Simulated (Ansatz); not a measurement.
Single-point calculation, with input and output: BSiNH5OF

BSiNH5OF, SMILES NB(F)O[SiH3], computed with RKS PBE0-D4/def2-TZVPP (Ansatz 0.2.0).

The geometry comes from this level: PBE0-D4/def2-TZVP.

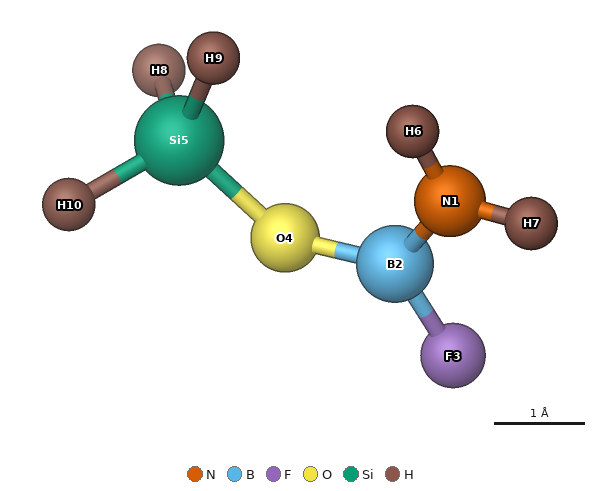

Figure 1. The structure as given in the input (ball-and-stick view, seen at a tilt; atoms are numbered from 1 in the order of the input). Bond lengths as drawn: B–F 1.34 Å, B–N 1.40 Å, B–O 1.36 Å, H–N 1.00 Å, H–Si 1.48 to 1.49 Å and O–Si 1.64 Å.

### Key numbers

| quantity | value |
| --- | --- |
| outcome | converged |
| total energy | −14887.1949 eV |
| mean-field energy | −14887.0404 eV |
| dispersion energy | −0.1545 eV |
| SCF solution under orbital rotations | stable |
| HOMO | −8.18 eV |
| LUMO | 0.07 eV |
| hardware | 4 threads of Arm Neoverse V2, 23 GiB of memory available, shared host |
| wall time | 1.8 s (CPU time 6.5 s) |
| peak memory | 0.51 GiB |

### Input
```yaml
crystal:
  periodic: [false, false, false]
  atoms:
    - {symbol: N, position_ang: [-1.022917, 0.822602, 1.118534]}
    - {symbol: B, position_ang: [-0.481172, 1.141424, -0.134307]}
    - {symbol: F, position_ang: [-0.768919, 2.332439, -0.671128]}
    - {symbol: O, position_ang: [0.327486, 0.315975, -0.854265]}
    - {symbol: Si, position_ang: [0.977180, -1.179594, -0.699780]}
    - {symbol: H, position_ang: [-0.856785, -0.047615, 1.589393]}
    - {symbol: H, position_ang: [-1.615706, 1.462670, 1.614932]}
    - {symbol: H, position_ang: [0.506812, -2.029593, -1.819338]}
    - {symbol: H, position_ang: [0.562026, -1.798640, 0.591046]}
    - {symbol: H, position_ang: [2.455093, -1.070768, -0.732288]}
basis:
  gaussian: {orbitals: def2-TZVPP}
hamiltonian: {xc: pbe0, dispersion: d4}
output: {orbitals: {seedname: orbitals}}
```

Launch command:
```bash
ansatz run in.yaml --threads 4 --pin off --events-out ev --progress --plain --max-ram 10444MiB
```

### Output
```
Functional definition: PBE0
  name "PBE0"
  cite "Adamo & Barone, J. Chem. Phys. 110, 6158 (1999) doi:10.1063/1.478522"
  cite "Perdew, Burke & Ernzerhof, Phys. Rev. Lett. 77, 3865 (1996) doi:10.1103/PhysRevLett.77.3865"
  parent pbe
  parameter a = 0.25
  parameter kappa = 0.804
  parameter beta = 0.06672455060314922
  exchange = (1 - a)*pbe_x(kappa = kappa, mu = beta*pi^2/3) + a*exact_x
  correlation = pbe_c(beta = beta)
1217 factors; their error is unknown
mean field evaluation 1: about -14878.1750 eV, gradient 7.4e1 eV
mean field evaluation 2: about -14869.8329 eV, gradient 9.8e1 eV
mean field evaluation 4: about -14886.9530 eV, gradient 5.7e0 eV
mean field evaluation 8: about -14887.0015 eV, gradient 7.1e-2 eV
mean field -14887.04033324 eV, -547.0886414482 hartree, gradient 6.4e-5 eV, S^2 0.000000; 0 other end points of the search recorded, 0 dependent functions left out
reference -14887.04036749 eV, -547.0886427069 hartree; 24, 24 occupied and 212, 212 virtual orbitals, 1217 factors
Total energy: -14887.19489734 eV, -547.0943215742 hartree
```

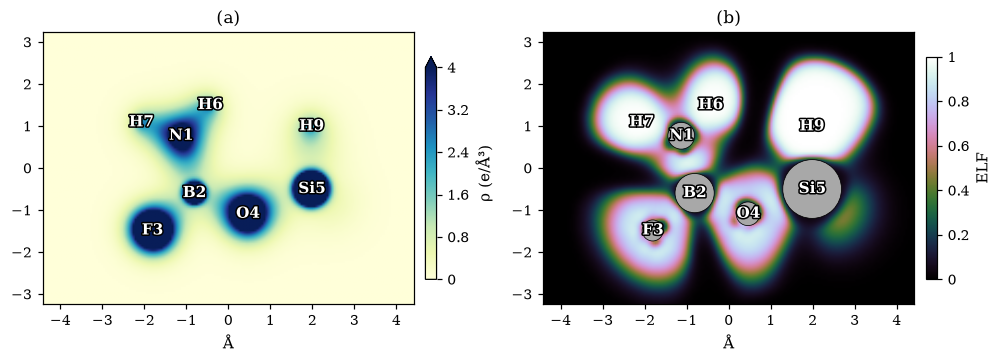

Figure 2. (a) electron density; (b) electron localisation function on the plane of atoms F3, B2 and O4. Grey discs, where drawn, cover atomic cores. Atoms in the plane: N, B, F, O, Si and H. B–F (1.34 Å): ρ at the midpoint is about 2.2 e/Å³; the ELF peaks at about 0.85 between the atoms (a shared but strongly polarised pair). B–O (1.36 Å): ρ is about 2.1 e/Å³ halfway; the ELF peaks at about 0.85 between the atoms, which marks a polar covalent bond. B–N (1.40 Å): ρ at the midpoint is about 2 e/Å³; the ELF peaks at about 0.95 between the atoms (a polar covalent bond).

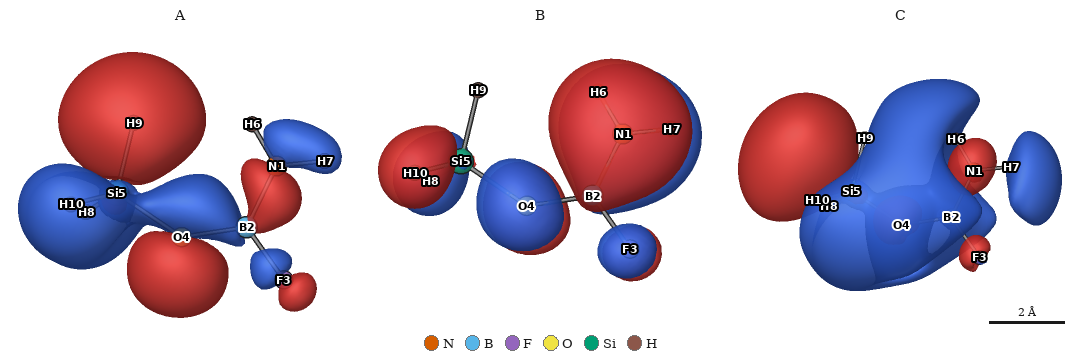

Figure 3. Three frontier orbitals at ±0.05 Å⁻³ᐟ² (red and blue are the two phases). A is the HOMO−1 (−9.31 eV). By Hirshfeld shares it lies mainly on O4 (30 %), H9 (25 %) and Si5 (25 %). B is the HOMO (−8.18 eV). C is the LUMO (0.07 eV). Its weight (Hirshfeld) is mainly on Si5 (45 %) and B2 (10 %). The HOMO–LUMO gap is 8.25 eV between the orbital energies.

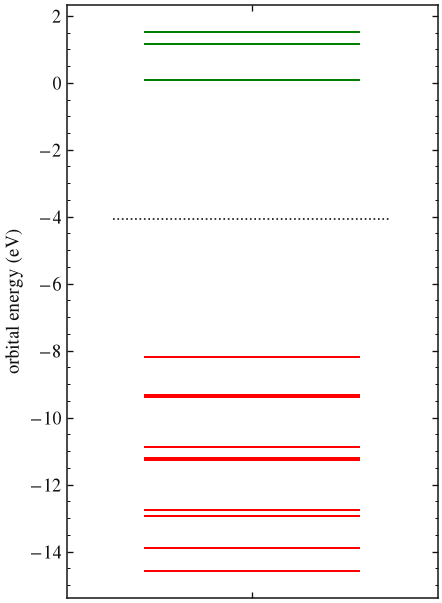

Figure 4. Orbital energies near the frontier; the dotted line parts filled from empty levels, and levels within 0.02 eV of each other stand side by side. Highest filled −8.18 eV, lowest empty 0.07 eV, 8.25 eV apart.
